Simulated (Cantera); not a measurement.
Input: 1 mol Ta, 1.6 mol CH4, at 22.0 mbar.

These are equilibrium values from Cantera (NASA tables, ideal gas, pure condensed phases), not measurements of a reactor. Candidate condensed phases: C, C6H6, C7H8, C8H18, Ta, TaC; 77 gas species. TaC: taken at fixed stoichiometry. Condensed phases not in the tables: Ta2C. Equilibrium is a limit: real reactors are often held back by kinetics, nucleation or transport.

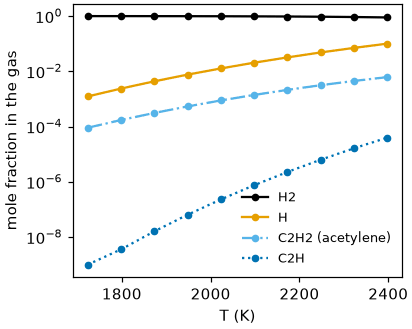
*Equilibrium gas composition (values under 1e-9 drawn at 1e-9)*

**Question.** Read off the mole fractions at 2023 K.

**Answer.** H2 about 0.99, H about 0.013, C2H2 (acetylene) about 0.00088, C2H about 2.3e-7.
